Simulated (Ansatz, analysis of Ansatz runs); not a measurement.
# MgH2(100): segregation of Pt_Mg

Question: does neutral Pt_Mg prefer the (100) surface of MgH2 or the inside, and by how much? The same defect is put at one site in each of several layers from the top towards the middle of one slab. Model: a cell of 108 host atoms with 1 Mg taken out and 1 Pt put in.

Calculated with Ansatz 0.2.0; plane-wave PAW DFT, PBEsol; a slab with vacuum, neutral defects.

## 1. Starting point

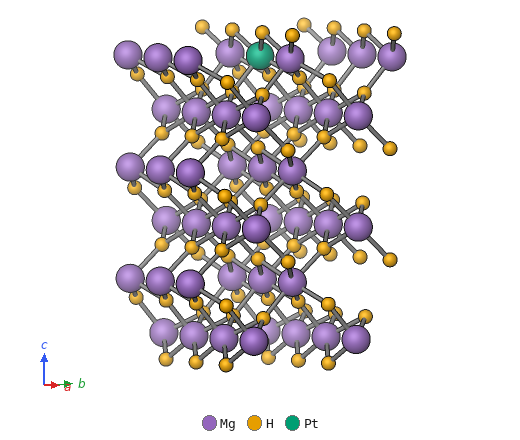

The starting structure, seen from the side, with the c axis up (magnesium purple, hydrogen orange, platinum teal). Some periodic images of atoms are drawn too.

The cell holds 108 atoms: 35 Mg, 72 H and 1 Pt. Cell: a = 8.978 Å, b = 8.953 Å, c = 26.000 Å, α = 90.0°, β = 90.0°, γ = 90.0°. It derives from MgH2 (space group P4_2/mnm), repeated 3×2×1. Vacuum lies along c. Nearest the centre at fractional (0.666, 0.485, 0.717): Pt60 at 0.00 Å, H52 at 1.88 Å, H88 at 1.88 Å, H51 at 1.89 Å, H108 at 2.02 Å, H72 at 2.02 Å, Mg24 at 2.99 Å, Mg96 at 2.99 Å.

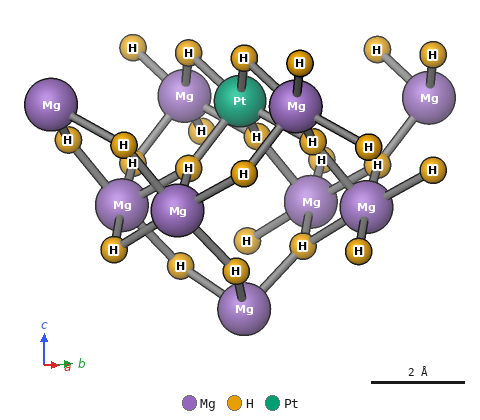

The atoms within 5 Å of the centre.

The cell's shortest repeat is 9.0 Å.

## 2. The clean slab

The slab is cut stoichiometric, symmetric and without a dipole, at the in-plane lattice of the database's bulk structure, and all its atoms relax. Miller indices refer to pymatgen's conventional standard cell, whose axes can be ordered otherwise than in the space-group symbol.

Contents of slab/input.yaml:

```yaml
crystal:
  lattice:
    - [0.0, 2.992537, 0.0]
    - [-4.476694, 0.0, 0.0]
    - [0.0, 0.0, 26.0]
  atoms:
    - { symbol: Mg, position: [0.5, 0.5, 0.2847743] }
    - { symbol: Mg, position: [1.0, 0.0, 0.3708646] }
    - { symbol: Mg, position: [0.5, 0.5, 0.4569549] }
    - { symbol: Mg, position: [1.0, 0.0, 0.5430451] }
    - { symbol: Mg, position: [0.5, 0.5, 0.6291354] }
    - { symbol: Mg, position: [1.0, 0.0, 0.7152257] }
    - { symbol: H, position: [1.0, 0.695572, 0.318448] }
    - { symbol: H, position: [0.5, 0.804428, 0.4045383] }
    - { symbol: H, position: [1.0, 0.304428, 0.2511006] }
    - { symbol: H, position: [0.5, 0.195572, 0.3371909] }
    - { symbol: H, position: [1.0, 0.695572, 0.4906286] }
    - { symbol: H, position: [0.5, 0.804428, 0.5767188] }
    - { symbol: H, position: [1.0, 0.304428, 0.4232812] }
    - { symbol: H, position: [0.5, 0.195572, 0.5093714] }
    - { symbol: H, position: [1.0, 0.695572, 0.6628091] }
    - { symbol: H, position: [0.5, 0.804428, 0.7488994] }
    - { symbol: H, position: [1.0, 0.304428, 0.5954617] }
    - { symbol: H, position: [0.5, 0.195572, 0.681552] }
basis:
  ecutwfc: 420
  xc_grid: 2
hamiltonian:
  xc: pbesol
kpoints:
  mp_grid: { grid: [3, 2, 1] }
scf:
  occupations: { method: fermi_dirac, width: 0.01 }
  max_iter: 100
relax:
  f_tol: 0.01
  max_steps: 100
  random_displacement: { amplitude: 0.03, seed: 944 }
output:
  forces: true
  eigenvalues: true
```

On the command line:

```console
$ ansatz run input.yaml --threads 4 --pin off --max-ram 15073MiB --backend cpu --events-out ev --progress --plain --runs-dir out
```

Numbers of over 12 decimals in the logs are rounded to 6 here.

What it wrote:

```text
[... repeated set-up lines and file paths are left out, and long positions are rounded to six places ...]
The last accepted step is kept in <dir> (removed where the run ends without a failure and the disk answers)
Engine: ansatz 0.2.0, aarch64-unknown-linux-gnu
Pseudopotentials: kind: paw
Pseudopotential: Mg, paw, valence charge 10, recommended cutoff 420 eV (normal), Mg.paw.azcp
Pseudopotential: H, paw, valence charge 1, recommended cutoff 420 eV (normal), H.paw.azcp
Functional definition: PBEsol
  exchange = pbesol_x
  correlation = pbesol_c
Crystal: 18 atoms, lattice volume = 348.313 Å³
Basis set: ecut = 420 eV, 6727 PW (Γ), exchange–correlation on 48×60×360 points (8 copies of the dense FFT grid, shifted against one another)
Bands: 54, of which v1, the nominal top of the filled ones, is band 36 counted from 1 (35 counted from 0)
Symmetry: 1 space group operations
k-points: 4 of 6 (time reversal used)
Non-local potential: Mg, projectors of the file, l = 0: 3, l = 1: 2, l = 2: 1
Non-local potential: H, projectors of the file, l = 0: 2, l = 1: 1
PAW form: soft (Blöchl's): semilocal exchange-correlation on the pseudo side does not see the compensation charge
PAW frozen core: Mg, regenerated for the run's functional, and the local potential with it (the file was generated under x = pbe(κ = 0.804, μ = 0.219515), c = pbe(β = 0.066725))
PAW one-centre angular grid: Mg, 110 points (default); XC on 64 Gauss nodes
PAW one-centre angular grid: H, 110 points (default); XC on 64 Gauss nodes
Initial density: superposition of atomic densities (neutral atoms: chi_scale 0, normalization atom), corrected by the library's trained network
Initial wavefunctions: pseudopotential atomic-orbital guess
Functional: x = pbesol(κ = 0.804, μ = 0.123457), c = pbesol(β = 0.046)
SCF iter   1: F=—  HF=-11661.919940 eV  |F-HF|=—  |Δ(HF+E_count)|=         —  Δρ=4.70e-3  dr2=5.68e-2  ethr=1.77e-3  ⟨swp⟩=7.8  Hψ=984  notcnv=0  defer=18
preconditioner: auto → Resta (q_TF=auto, 2.098 Å⁻¹)  ε∞=2.2  [insulator: Δε(μ)=3.643 eV  Ē_g=9.070 eV  σ=0.010 eV  W_gap=1.00  n_scr=42 (ndim 8)  ℏωp=9.7 eV  f_vac=0.440  D(μ)=0.00/eV (n_scr^D=0)  ε∞_Penn≈2.2  vacuum switching on, ρ_ref=6.0e-3 e/Å³]
SCF iter   2: F=—  HF=-11661.905786 eV  |F-HF|=—  |Δ(HF+E_count)|=   1.42e-2  Δρ=2.06e-3  dr2=1.16e-2  ethr=7.89e-5  ⟨swp⟩=2.0  Hψ=304  notcnv=0  defer=51
SCF iter   3: F=—  HF=-11661.903364 eV  |F-HF|=—  |Δ(HF+E_count)|=   2.42e-3  Δρ=1.94e-4  dr2=5.85e-4  ethr=1.61e-5  ⟨swp⟩=2.8  Hψ=239  notcnv=0  defer=51
SCF iter   4: F=—  HF=-11661.903372 eV  |F-HF|=—  |Δ(HF+E_count)|=   7.21e-6  Δρ=8.80e-5  dr2=3.12e-5  ethr=8.12e-7  ⟨swp⟩=2.0  Hψ=241  notcnv=0  defer=51
iter 5 did not close the SCF: its close was put off for the readings that it lacked (scf_convergence_deferred on its scf_iter line)
[...]
SCF converged after 5 iterations
Free energy (F): -11662.151382 eV
Harris-Foulkes:  -11662.151382 eV  (|F-HF|=4.51e-9)
Internal energy: -11662.151382 eV  (E = F + TS)
E sigma→0 (E₀):  -11662.151382 eV
Fermi energy:    0.071977 eV
--- Per-component energies (eV) ---
  E_band       = -2526.709662
  E_kinetic    = 618.876978
  E_local      = -45840.527792  (includes V_loc(G=0)·N_el)
  E_nonlocal   = 591.522896
  E_hartree    = 21315.544066
  E_xc         = -278.817320
  E_vxc        = -362.258630  (∫ρ·V_xc dr)
  E_paw        = -1691.741756  (= ΣΔE_a)
  E_vpaw       = -165.408712  (= ΣTr[D̂ρ^β])
  E_aug_tail   = -0.014991  (compensation charges beyond the density's cutoff)
  E_ewald      = 13622.653364
  E_core_change = 0.353174  (= ΣΔE_core)
  E_smearing   = -0.000000  (= −TS)
  E_closure    = 0.000000  (closes the sum)
  Σ components = -11662.151382   (vs F -11662.151382, Δ=0.00e0)
--- Forces (eV/Å), atoms counted from 1 ---
  atom   1  Mg     0.00189399    -0.00003037    -0.00106735
  atom   2  Mg     0.00216261    -0.00007802    -0.00479582
  atom   3  Mg     0.00311512     0.00000127     0.00069418
  atom   4  Mg     0.00180442     0.00002224    -0.00039939
  atom   5  Mg     0.00125121    -0.00076530     0.00428650
  atom   6  Mg     0.00186385    -0.00069964     0.00160353
  atom   7  H     -0.00073061     0.00017434     0.00438825
  atom   8  H     -0.00239673    -0.00005085     0.00333201
[...]
atom  15  H     -0.00025234     0.00045084     0.00482741
  atom  16  H     -0.00064952    -0.00025487    -0.00209843
  atom  17  H     -0.00051352     0.00005737    -0.00363507
  atom  18  H     -0.00104486     0.00060416    -0.00472632
  max |Σ_I F_I| component: 1.52e-4 eV/Å
--- Band table (eV) ---
  k-point 0: bands = ["-75.4248", "-75.4244", "-75.3207", "-75.3201", [... 46 left out ...] "7.3688", "7.6863", "8.5446", "8.6992"]
  k-point 1: bands = ["-75.4248", "-75.4244", "-75.3205", "-75.3203", [... 46 left out ...] "8.0058", "8.0066", "8.1897", "8.1902"]
  [... further k-points left out ...]
--- Relaxed structure (5 steps of the walk, 5 accepted, 0 SCFs on fresh bases) ---
  F+E_penalty+E_count = -11662.15138244 eV   max|allowed force component| = 4.828e-3 eV/Å
  atoms:
    - { symbol: Mg, position: [0.496690, 0.470076, 0.283031] }
    - { symbol: Mg, position: [0.996925, -0.008275, 0.370696] }
    - { symbol: Mg, position: [0.497081, 0.492134, 0.456699] }
    - { symbol: Mg, position: [0.997221, -0.007825, 0.542914] }
    - { symbol: Mg, position: [0.497407, 0.491821, 0.628914] }
    - { symbol: Mg, position: [0.997659, -0.029845, 0.716576] }
    - { symbol: H, position: [0.996785, 0.710307, 0.315137] }
    - { symbol: H, position: [0.496962, 0.801627, 0.404721] }
    - { symbol: H, position: [0.996653, 0.344142, 0.244678] }
    - { symbol: H, position: [0.496870, 0.198990, 0.338629] }
    - { symbol: H, position: [0.997115, 0.684307, 0.490974] }
    - { symbol: H, position: [0.497262, 0.801114, 0.577033] }
    - { symbol: H, position: [0.997051, 0.300753, 0.422620] }
    - { symbol: H, position: [0.497180, 0.184324, 0.508635] }
    - { symbol: H, position: [0.997374, 0.699211, 0.660958] }
    - { symbol: H, position: [0.497692, 0.844312, 0.754944] }
    - { symbol: H, position: [0.997355, 0.302031, 0.594855] }
    - { symbol: H, position: [0.497396, 0.210421, 0.684474] }
```

The job ended after 11 s (4 threads of Arm Neoverse V2, shared host; peak memory 0.57 GiB).

Relaxation path:

```tsv
step	energy less that of the first step (eV)	largest force component (eV/Å)
1	0.0000	0.8875
2	-0.2201	0.2683
3	-0.2359	0.2223
4	-0.2472	0.0342
5	-0.2480	0.0048
```

The atoms that moved most (Å, from the sites as typed, ahead of the random displacement, the mean shift of all atoms taken out):

```tsv
atom	dx	dy	dz	length
H16	-0.181	0.002	0.162	0.243
H9	-0.180	-0.001	-0.162	0.242
Mg1	0.131	-0.001	-0.040	0.137
Mg6	0.131	0.002	0.040	0.137
H18	-0.069	0.001	0.081	0.106
H7	-0.069	-0.001	-0.081	0.106
H11	0.048	0.000	0.014	0.050
H14	0.048	0.000	-0.014	0.050
```

The relaxed structure:

```xyz
18
Lattice="0.0000 2.9925 0.0000 -4.4767 0.0000 0.0000 0.0000 0.0000 26.0000" Properties=species:S:1:pos:R:3
Mg   -2.1044    1.4864    7.3588
Mg    0.0370    2.9833    9.6381
Mg   -2.2031    1.4875   11.8742
Mg    0.0350    2.9842   14.1158
Mg   -2.2017    1.4885   16.3518
Mg    0.1336    2.9855   18.6310
H    -3.1798    2.9829    8.1936
H    -3.5886    1.4872   10.5227
H    -1.5406    2.9825    6.3616
H    -0.8908    1.4869    8.8043
H    -3.0634    2.9839   12.7653
H    -3.5863    1.4881   15.0029
H    -1.3464    2.9837   10.9881
H    -0.8252    1.4878   13.2245
H    -3.1302    2.9847   17.1849
H    -3.7797    1.4894   19.6285
H    -1.3521    2.9846   15.4662
H    -0.9420    1.4885   17.7963
```

With the common shift taken out, atoms move by up to 0.24 Å from the bulk-cut sites, and by up to 0.16 Å along the normal.

On a dense mesh the slab's energy differs by 7 meV an atom, so the sampling is kept; the layers are compared at one sampling, where most of this error should cancel, which was not tested.

## 3. Does the supercell reconstruct?

The clean supercell is relaxed from displaced atoms, since a reconstruction that only the larger cell allows would otherwise be counted to the defect.

Contents of pristine.relax/input.yaml:

```yaml
crystal:
  lattice:
    - [0.0, 8.977611, 0.0]
    - [-8.953388, 0.0, 0.0]
    - [0.0, 0.0, 26.0]
  atoms:
    - { symbol: Mg, position: [0.16556334, 0.23503806, 0.28303134] }
    - { symbol: Mg, position: [0.33230828, -0.00413736, 0.3706958] }
    - { symbol: Mg, position: [0.1656938, 0.24606717, 0.45669935] }
    - { symbol: Mg, position: [0.33240707, -0.00391261, 0.54291378] }
[... 98 atom lines left out ...]
    - { symbol: H, position: [0.99901691, 0.65037653, 0.42262046] }
    - { symbol: H, position: [0.83239317, 0.59216218, 0.50863503] }
    - { symbol: H, position: [0.9991246, 0.8496056, 0.66095846] }
    - { symbol: H, position: [0.832564, 0.92215618, 0.75494377] }
    - { symbol: H, position: [0.99911834, 0.65101529, 0.59485544] }
    - { symbol: H, position: [0.83246532, 0.60521046, 0.68447405] }
basis:
  ecutwfc: 420
  xc_grid: 2
hamiltonian:
  xc: pbesol
kpoints:
  mp_grid: { grid: [1, 1, 1] }
scf:
  occupations: { method: fermi_dirac, width: 0.01 }
  max_iter: 80
output:
  forces: true
relax:
  f_tol: 0.015
  max_steps: 80
  random_displacement: { amplitude: 0.05, seed: 953 }
```

What it wrote:

```text
[...]
Crystal: 108 atoms, lattice volume = 2089.881 Å³
Basis set: ecut = 420 eV, 40773 PW (Γ), exchange–correlation on 128×120×360 points (8 copies of the dense FFT grid, shifted against one another)
Bands: 324, of which v1, the nominal top of the filled ones, is band 216 counted from 1 (215 counted from 0)
Symmetry: 1 space group operations
k-points: 1
[...]
SCF iter   1: F=—  HF=-69972.406332 eV  |F-HF|=—  |Δ(HF+E_count)|=         —  Δρ=4.72e-3  dr2=3.49e-1  ethr=1.77e-3  ⟨swp⟩=9.0  Hψ=1606  notcnv=0  defer=49
[...]
SCF iter   6: F=-69972.302254 eV  HF=-69972.302254 eV  |F-HF|=4.95e-9  |Δ(HF+E_count)|=   1.02e-5  Δρ=2.93e-6  dr2=5.45e-7  ethr=1.30e-9  ⟨swp⟩=4.0  Hψ=831  notcnv=0
SCF 1 converged in 6 iterations: F = -69972.302254 eV  dr2 = 5.45e-7
[...]
- { symbol: H, position: [0.332268, 0.353947, 0.315403] }
    - { symbol: H, position: [0.165709, 0.401483, 0.405001] }
    - { symbol: H, position: [0.332128, 0.171418, 0.244750] }
    - { symbol: H, position: [0.165653, 0.098367, 0.338531] }
    - { symbol: H, position: [0.332386, 0.340971, 0.491242] }
    - { symbol: H, position: [0.165688, 0.401013, 0.577217] }
    - { symbol: H, position: [0.332358, 0.151084, 0.422341] }
    - { symbol: H, position: [0.165704, 0.091042, 0.508263] }
[...]
- { symbol: Mg, position: [0.165828, 0.734963, 0.283022] }
    - { symbol: Mg, position: [0.332390, 0.495608, 0.370649] }
[...]
- { symbol: Mg, position: [0.832343, 0.745635, 0.456710] }
    - { symbol: Mg, position: [0.999034, 0.495661, 0.542839] }
    - { symbol: Mg, position: [0.832345, 0.745561, 0.628767] }
    - { symbol: Mg, position: [0.999111, 0.484782, 0.716457] }
[...]
- { symbol: H, position: [0.999007, 0.848525, 0.661076] }
    - { symbol: H, position: [0.832179, 0.922151, 0.754886] }
    - { symbol: H, position: [0.999024, 0.651397, 0.594462] }
    - { symbol: H, position: [0.832387, 0.604222, 0.684082] }
[key lines of the parts left out:]
SCF converged after 6 iterations
Free energy (F): -69972.909347 eV
Fermi energy:    0.065392 eV
```

Wall time 48 s (4 threads); peak memory 2 GiB.

Atoms end at most 0.02 Å from the small cell's positions, so the small cell's structure is at least a local minimum.

[end of part 1 of 2]

[Logs are printed without paths, hosts, clocks, repeated set-up lines and the standing remarks that a program may print on its own settings, such as how far it seeks lower states.]

[Hosts, paths, dates, database ids (printed as entryN), source tags and the programs' standing remarks are cut or masked in the printed files.]

[Maps of the electrostatic potential energy from Ansatz leave out the sawtooth potential of an applied field or a dipole correction, so their vacuum need not be flat.]
